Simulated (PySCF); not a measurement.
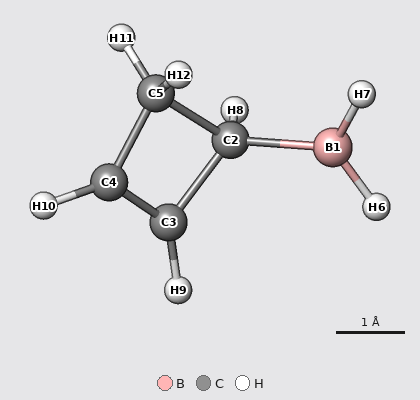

*The structure as given in the input (ball-and-stick view, seen at a tilt; atoms are numbered from 1 in the order of the input).*

# Geometry relaxation, with input and output: C₄H₇B

System: C₄H₇B.
Method: PBE0-D3(BJ)/def2-SVP geometry optimisation, gas phase (PySCF 2.14.0).

It belongs to a series of runs on one base structure; here: H on C replaced by BH2.

**Log**
```
step   0  E = -181.03747614  max force = 0.045219
step   1  E = -181.04406104  max force = 0.005753
step   2  E = -181.04427154  max force = 0.001596
step   3  E = -181.04432815  max force = 0.002675
step   4  E = -181.04436263  max force = 0.001966
step   5  E = -181.04439126  max force = 0.001052
step   6  E = -181.04441722  max force = 0.000970
step   7  E = -181.04444499  max force = 0.001114
step   8  E = -181.04447384  max force = 0.000993
step   9  E = -181.04449703  max force = 0.000580
step  10  E = -181.04452565  max force = 0.000947
step  11  E = -181.04454608  max force = 0.000813
step  12  E = -181.04455451  max force = 0.000350
optimisation converged
```

**Trajectory as extended XYZ (Å, eV, eV/Å), 13 frames, from step=0 to step=12**
```
12
Properties=species:S:1:pos:R:3:forces:R:3 step=0 energy=-4926.28065
B     1.7537   -0.2505    0.5278   -1.8225   0.1962  -1.1464
C     0.2790   -0.5324    0.0171    0.7074   0.5081   0.2918
C    -0.9224   -0.1664    0.8758    1.4752  -1.2680   1.6612
C    -1.4345    0.6014   -0.0471   -2.3253   1.5567  -1.0636
C    -0.4004    0.3475   -1.0797    0.7141   0.3530   0.7306
H     2.0402   -0.5503    1.5992    0.5188  -0.5253   1.5089
H     2.5209    0.2979   -0.1738    0.6854   0.3041  -0.5127
H     0.2756   -1.5863   -0.2555    0.0675  -0.8523  -0.1859
H    -1.1530   -0.4317    1.9135   -0.1741   0.0647  -0.1183
H    -2.3655    1.1914   -0.0743    0.2467  -0.0489  -0.0258
H    -0.7324   -0.1825   -1.9526   -0.2597  -0.4242  -0.8814
H     0.1785    1.2336   -1.3593    0.1664   0.1359  -0.2584
12
Properties=species:S:1:pos:R:3:forces:R:3 step=1 energy=-4926.45983
B     1.6019   -0.0646    0.4930    0.1013  -0.0612   0.1540
C     0.1730   -0.3500   -0.0514   -0.0940  -0.1121  -0.0332
C    -1.0317    0.0253    0.7924   -0.1968   0.1366  -0.2428
C    -1.5638    0.8187   -0.1545    0.2958  -0.0900   0.2085
C    -0.4720    0.5439   -1.1576   -0.1054  -0.0650  -0.1691
H     1.9024   -0.3957    1.6270   -0.0542   0.0259  -0.1650
H     2.4479    0.4531   -0.2024    0.0143  -0.0104   0.0042
H     0.1905   -1.4339   -0.3288    0.0552   0.1078   0.0567
H    -1.3418   -0.2472    1.8023    0.0456  -0.0233   0.1111
H    -2.4375    1.4680   -0.1874   -0.1779   0.0100  -0.0193
H    -0.8038    0.0017   -2.0652    0.0957   0.0703   0.1145
H     0.1324    1.4109   -1.4691    0.0203   0.0114  -0.0194
12
Properties=species:S:1:pos:R:3:forces:R:3 step=2 energy=-4926.46556
B     1.6054   -0.0662    0.4922   -0.0026  -0.0697   0.0358
C     0.1726   -0.3431   -0.0517    0.0109   0.0821   0.0119
C    -1.0321    0.0326    0.7933   -0.0634  -0.0161  -0.0595
C    -1.5660    0.8192   -0.1540    0.0429   0.0745   0.0391
C    -0.4738    0.5491   -1.1600   -0.0567  -0.0570  -0.0245
H     1.8903   -0.4108    1.6196    0.0126   0.0095  -0.0288
H     2.4621    0.4419   -0.1975   -0.0038  -0.0043   0.0037
H     0.1953   -1.4248   -0.3234    0.0240   0.0035   0.0138
H    -1.3324   -0.2397    1.8092    0.0358   0.0088   0.0018
H    -2.4568    1.4526   -0.1912   -0.0197  -0.0474  -0.0107
H    -0.7953    0.0021   -2.0630    0.0137   0.0188   0.0021
H     0.1282    1.4174   -1.4753    0.0063  -0.0026   0.0152
12
Properties=species:S:1:pos:R:3:forces:R:3 step=3 energy=-4926.46710
B     1.6073   -0.0719    0.4962   -0.0101  -0.0160  -0.0645
C     0.1727   -0.3362   -0.0501    0.0074   0.1375   0.0555
C    -1.0346    0.0380    0.7907   -0.0079  -0.0672   0.0528
C    -1.5702    0.8227   -0.1553   -0.0126   0.0442  -0.0366
C    -0.4760    0.5529   -1.1604    0.0011  -0.0184   0.0111
H     1.8999   -0.4204    1.6175   -0.0080  -0.0168   0.0322
H     2.4654    0.4301   -0.1957    0.0062   0.0003  -0.0052
H     0.1994   -1.4176   -0.3183    0.0005  -0.0409  -0.0089
H    -1.3282   -0.2347    1.8089    0.0077   0.0146  -0.0110
H    -2.4721    1.4412   -0.1971    0.0267  -0.0321  -0.0059
H    -0.7914    0.0044   -2.0627   -0.0147  -0.0063  -0.0358
H     0.1253    1.4218   -1.4754    0.0036   0.0011   0.0164
12
Properties=species:S:1:pos:R:3:forces:R:3 step=4 energy=-4926.46804
B     1.6097   -0.0738    0.4951   -0.0117  -0.0188  -0.0530
C     0.1732   -0.3280   -0.0479    0.0221   0.1011   0.0398
C    -1.0356    0.0417    0.7925    0.0389  -0.0454   0.0175
C    -1.5720    0.8226   -0.1563   -0.0523   0.0109  -0.0356
C    -0.4771    0.5559   -1.1609    0.0118  -0.0202   0.0303
H     1.8959   -0.4311    1.6151    0.0091  -0.0085   0.0373
H     2.4731    0.4209   -0.1958   -0.0010  -0.0027  -0.0021
H     0.2026   -1.4105   -0.3139   -0.0034  -0.0348  -0.0119
H    -1.3251   -0.2293    1.8119   -0.0087   0.0124  -0.0101
H    -2.4806    1.4292   -0.2029    0.0098   0.0071  -0.0019
H    -0.7895    0.0066   -2.0641   -0.0118  -0.0064  -0.0237
H     0.1229    1.4262   -1.4746   -0.0028   0.0053   0.0135
12
Properties=species:S:1:pos:R:3:forces:R:3 step=5 energy=-4926.46882
B     1.6139   -0.0778    0.4938    0.0020  -0.0166  -0.0126
C     0.1747   -0.3189   -0.0440    0.0000   0.0541   0.0197
C    -1.0370    0.0462    0.7931    0.0229  -0.0131   0.0042
C    -1.5779    0.8210   -0.1591   -0.0195  -0.0401  -0.0093
C    -0.4778    0.5593   -1.1591    0.0036  -0.0109  -0.0116
H     1.8979   -0.4411    1.6138    0.0098   0.0045   0.0108
H     2.4813    0.4066   -0.1996   -0.0034  -0.0078  -0.0017
H     0.2060   -1.4034   -0.3090   -0.0073  -0.0035  -0.0068
H    -1.3251   -0.2219    1.8133   -0.0161   0.0024   0.0020
H    -2.4927    1.4170   -0.2116    0.0085   0.0229   0.0043
H    -0.7852    0.0102   -2.0650    0.0074   0.0005  -0.0034
H     0.1194    1.4331   -1.4684   -0.0080   0.0076   0.0044
12
Properties=species:S:1:pos:R:3:forces:R:3 step=6 energy=-4926.46952
B     1.6187   -0.0840    0.4929    0.0230  -0.0068   0.0177
C     0.1753   -0.3066   -0.0376    0.0038  -0.0286   0.0268
C    -1.0412    0.0501    0.7953    0.0111   0.0240  -0.0439
C    -1.5850    0.8162   -0.1631   -0.0229  -0.0499   0.0192
C    -0.4776    0.5644   -1.1569   -0.0050  -0.0017  -0.0166
H     1.9080   -0.4483    1.6129   -0.0112   0.0150  -0.0208
H     2.4885    0.3826   -0.2094    0.0010  -0.0117  -0.0062
H     0.2083   -1.3930   -0.3027   -0.0015   0.0230  -0.0028
H    -1.3317   -0.2145    1.8156   -0.0101  -0.0053   0.0011
H    -2.5051    1.4028   -0.2228   -0.0011   0.0316   0.0084
H    -0.7751    0.0159   -2.0674    0.0230   0.0044   0.0196
H     0.1142    1.4446   -1.4586   -0.0103   0.0059  -0.0024
12
Properties=species:S:1:pos:R:3:forces:R:3 step=7 energy=-4926.47028
B     1.6257   -0.0902    0.4907    0.0193  -0.0070   0.0458
C     0.1770   -0.2932   -0.0293   -0.0223  -0.0508   0.0053
C    -1.0463    0.0540    0.7958   -0.0147   0.0358  -0.0248
C    -1.5954    0.8102   -0.1677    0.0187  -0.0573   0.0195
C    -0.4773    0.5703   -1.1528   -0.0115   0.0226  -0.0356
H     1.9153   -0.4507    1.6124   -0.0099   0.0240  -0.0316
H     2.4999    0.3481   -0.2242   -0.0020  -0.0159  -0.0081
H     0.2123   -1.3807   -0.2953    0.0083   0.0316  -0.0025
H    -1.3408   -0.2081    1.8155   -0.0017  -0.0136   0.0098
H    -2.5197    1.3895   -0.2335   -0.0030   0.0226   0.0096
H    -0.7591    0.0219   -2.0684    0.0238   0.0046   0.0237
H     0.1061    1.4592   -1.4449   -0.0051   0.0033  -0.0112
12
Properties=species:S:1:pos:R:3:forces:R:3 step=8 energy=-4926.47106
B     1.6323   -0.0980    0.4891    0.0125   0.0015   0.0445
C     0.1777   -0.2777   -0.0185   -0.0301  -0.0511  -0.0046
C    -1.0542    0.0568    0.7968   -0.0237   0.0220  -0.0102
C    -1.6074    0.8010   -0.1734    0.0296  -0.0157   0.0110
C    -0.4759    0.5791   -1.1479   -0.0104   0.0286  -0.0165
H     1.9259   -0.4416    1.6145   -0.0124   0.0222  -0.0210
H     2.5096    0.2958   -0.2473   -0.0008  -0.0163  -0.0105
H     0.2174   -1.3654   -0.2877    0.0201   0.0218  -0.0076
H    -1.3547   -0.2049    1.8150    0.0094  -0.0132   0.0063
H    -2.5348    1.3750   -0.2451   -0.0051   0.0035   0.0054
H    -0.7348    0.0309   -2.0699    0.0089   0.0007   0.0152
H     0.0964    1.4794   -1.4273    0.0019  -0.0039  -0.0118
12
Properties=species:S:1:pos:R:3:forces:R:3 step=9 energy=-4926.47170
B     1.6345   -0.1011    0.4893   -0.0011   0.0067   0.0203
C     0.1775   -0.2709   -0.0129   -0.0298  -0.0265  -0.0112
C    -1.0595    0.0556    0.7963   -0.0154  -0.0008   0.0077
C    -1.6130    0.7964   -0.1759    0.0222   0.0193  -0.0012
C    -0.4747    0.5845   -1.1453   -0.0007   0.0276   0.0097
H     1.9287   -0.4227    1.6197   -0.0063   0.0140   0.0018
H     2.5136    0.2577   -0.2628    0.0003  -0.0133  -0.0081
H     0.2225   -1.3574   -0.2863    0.0242   0.0021  -0.0117
H    -1.3633   -0.2096    1.8128    0.0113  -0.0052   0.0011
H    -2.5404    1.3708   -0.2484   -0.0024  -0.0137  -0.0016
H    -0.7203    0.0365   -2.0703   -0.0094  -0.0035   0.0021
H     0.0919    1.4904   -1.4180    0.0073  -0.0066  -0.0089
12
Properties=species:S:1:pos:R:3:forces:R:3 step=10 energy=-4926.47247
B     1.6335   -0.1011    0.4911   -0.0128   0.0103  -0.0175
C     0.1764   -0.2698   -0.0110   -0.0163   0.0087  -0.0062
C    -1.0633    0.0509    0.7946    0.0021  -0.0289   0.0155
C    -1.6144    0.7948   -0.1762    0.0038   0.0487  -0.0073
C    -0.4734    0.5887   -1.1437    0.0101   0.0147   0.0337
H     1.9250   -0.3906    1.6295    0.0023   0.0028   0.0265
H     2.5148    0.2223   -0.2745    0.0031  -0.0074  -0.0022
H     0.2291   -1.3541   -0.2908    0.0177  -0.0178  -0.0135
H    -1.3689   -0.2211    1.8090    0.0058   0.0069  -0.0049
H    -2.5400    1.3728   -0.2461   -0.0001  -0.0242  -0.0099
H    -0.7130    0.0411   -2.0699   -0.0243  -0.0068  -0.0126
H     0.0917    1.4964   -1.4138    0.0087  -0.0072  -0.0015
12
Properties=species:S:1:pos:R:3:forces:R:3 step=11 energy=-4926.47303
B     1.6309   -0.0987    0.4932   -0.0148   0.0069  -0.0305
C     0.1755   -0.2735   -0.0129   -0.0039   0.0212   0.0021
C    -1.0642    0.0454    0.7926    0.0130  -0.0342   0.0135
C    -1.6118    0.7969   -0.1742   -0.0077   0.0418  -0.0041
C    -0.4726    0.5900   -1.1435    0.0132   0.0033   0.0275
H     1.9177   -0.3634    1.6386    0.0062  -0.0017   0.0272
H     2.5150    0.2052   -0.2772    0.0037  -0.0027   0.0022
H     0.2342   -1.3559   -0.2980    0.0065  -0.0182  -0.0099
H    -1.3702   -0.2321    1.8054   -0.0015   0.0113  -0.0057
H    -2.5359    1.3777   -0.2417    0.0003  -0.0191  -0.0112
H    -0.7166    0.0434   -2.0691   -0.0208  -0.0046  -0.0133
H     0.0955    1.4954   -1.4151    0.0057  -0.0039   0.0022
12
Properties=species:S:1:pos:R:3:forces:R:3 step=12 energy=-4926.47326
B     1.6297   -0.0975    0.4941   -0.0078   0.0017  -0.0141
C     0.1753   -0.2752   -0.0138    0.0020   0.0105   0.0034
C    -1.0647    0.0421    0.7915    0.0114  -0.0180   0.0059
C    -1.6102    0.7987   -0.1729   -0.0059   0.0170   0.0017
C    -0.4718    0.5912   -1.1428    0.0069  -0.0024   0.0053
H     1.9135   -0.3477    1.6443    0.0040  -0.0011   0.0102
H     2.5164    0.1941   -0.2781    0.0017   0.0003   0.0023
H     0.2376   -1.3569   -0.3025   -0.0018  -0.0057  -0.0039
H    -1.3716   -0.2374    1.8032   -0.0043   0.0063  -0.0019
H    -2.5349    1.3779   -0.2412   -0.0006  -0.0069  -0.0059
H    -0.7206    0.0459   -2.0683   -0.0068  -0.0007  -0.0050
H     0.0987    1.4949   -1.4151    0.0013  -0.0010   0.0020
```

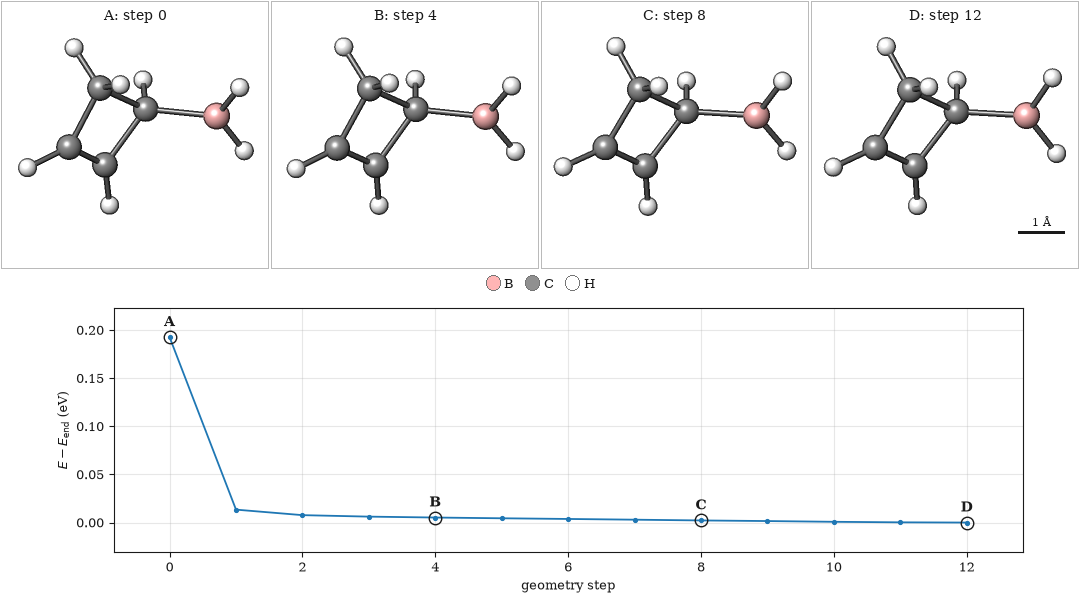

*Frames of the relaxation (ball-and-stick view, seen at a tilt) above the curves, on which the letters mark them (steps are counted from 0).*

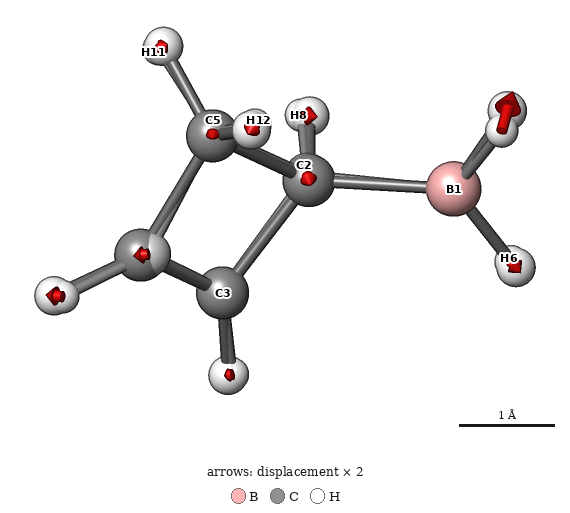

*Start (faint) and end (solid) with the displacements as red arrows, magnified 2 times (ball-and-stick view, seen at a tilt). The two geometries are laid on each other by the best rigid fit.*

The atom that moves furthest after the best rigid fit is H7 (0.28 Å). Largest moves by element: H 0.28 Å, C 0.09 Å, B 0.01 Å. Distances before and after: B1–H6 1.149 → 1.211 Å, C3–C4 1.305 → 1.342 Å, B1–H7 1.175 → 1.211 Å, B1–C2 1.586 → 1.551 Å. Among the angles that change: B1–C2–H8 104.8° → 98.2°, B1–C2–C3 120.6° → 124.8°, C4–C3–H9 136.9° → 134.0°. Over 12 geometry steps the energy falls by 0.193 eV. The largest force component goes from 2.3 to 0.018 eV/Å. (Atoms are counted from 1 in the order of the input.)

This output came from the following input.

**Input file**
```
{"job": {"xc": "PBE0", "basis": "def2-SVP", "d3": "d3bj", "grid": 1, "shake": 0.01, "kind": "geom"}, "charge": 0, "multiplicity": 1}
B      1.753740    -0.250520     0.527780
C      0.278970    -0.532400     0.017100
C     -0.922390    -0.166380     0.875830
C     -1.434500     0.601420    -0.047050
C     -0.400450     0.347540    -1.079730
H      2.040210    -0.550330     1.599220
H      2.520900     0.297900    -0.173800
H      0.275620    -1.586270    -0.255540
H     -1.152990    -0.431710     1.913450
H     -2.365520     1.191380    -0.074350
H     -0.732380    -0.182520    -1.952600
H      0.178470     1.233620    -1.359330
```

The first line tells a small driver script what to run in PySCF; the rest is the geometry in Å.

Run as:
```bash
OMP_NUM_THREADS=1 python <driver script> task.json out
```

**Results in brief**

```json
{"quantity": "outcome", "value": "converged"}
{"quantity": "total energy", "value": "−181.044555 hartree"}
{"quantity": "dipole moment", "value": "0.61 D"}
{"quantity": "point group", "value": "C1"}
{"quantity": "hardware", "value": "1 CPU thread, shared host"}
{"quantity": "wall time", "value": "51 s"}
{"quantity": "peak memory", "value": "0.44 GiB"}
```
